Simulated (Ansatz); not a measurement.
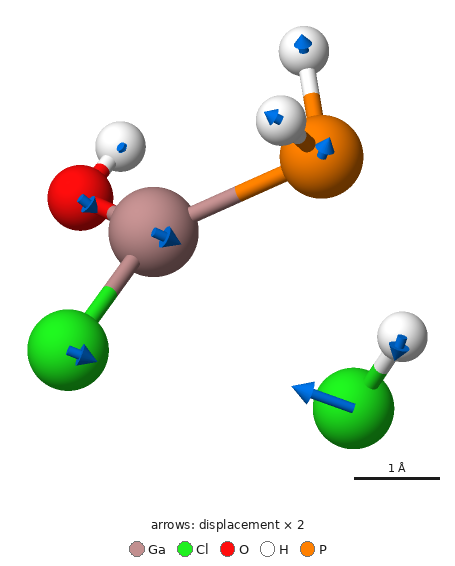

This is a relaxation of GaPH₄OCl₂. The starting structure is drawn; blue arrows show the displacements, magnified 2 times. The two geometries are superimposed by the best rigid fit.

The picture is a ball-and-stick view, seen at a tilt.

The run prepares an end point of a later path (reaction) calculation, from a guessed geometry.

Computed with RKS PBE0/def2-SVP in Ansatz 0.2.0.

Input
```yaml
crystal:
  periodic: [false, false, false]
  atoms:
    - { symbol: Ga, position_ang: [0.222274, -0.676984, -0.401182] }
    - { symbol: Cl, position_ang: [-0.131955, 0.229104, 2.895179] }
    - { symbol: Cl, position_ang: [1.842084, 0.620762, -0.923294] }
    - { symbol: O, position_ang: [-1.361136, -0.143161, -1.006845] }
    - { symbol: H, position_ang: [-2.089408, -0.716023, -0.743177] }
    - { symbol: P, position_ang: [0.644118, -2.605026, 0.771185] }
    - { symbol: H, position_ang: [-0.41689, -3.342545, 0.165266] }
    - { symbol: H, position_ang: [1.646869, -3.081086, -0.12034] }
    - { symbol: H, position_ang: [0.379244, -1.001841, 2.826909] }
basis:
  gaussian: { orbitals: def2-SVP }
hamiltonian:
  xc: pbe0
relax:
  f_tol: 0.03
  max_steps: 50
```

Run as
```bash
ansatz run input.yaml --threads 4 --pin off --max-ram 5120MiB --backend cpu --events-out ev --progress --plain --runs-dir out
```

Atoms of which element are displaced furthest, and by how much?

Chlorine: up to 0.40 Å, against 0.19 Å for gallium.

Describe the change and its energy.

Cl2 moves most after the best rigid fit: 0.40 Å. By element the largest moves are Cl 0.40 Å, Ga 0.19 Å, H 0.16 Å, O 0.15 Å, P 0.15 Å. Among the contacts that change: Ga1–Cl2 3.437 → 2.900 Å, Cl2–H9 1.335 → 1.294 Å, Ga1–P6 2.296 → 2.323 Å, Ga1–Cl3 2.140 → 2.152 Å. The energy falls by 1.60 kcal/mol in 7 accepted moves (9 points after the start). The largest force component goes from 1 to 0.0079 eV/Å. The line search rejected the trial steps at points 3, 7 of the run.

Limits of the set-up: the start holds two separate molecules, 2.6 Å apart at their closest, whose relative position is a soft coordinate and is computed without a dispersion correction.
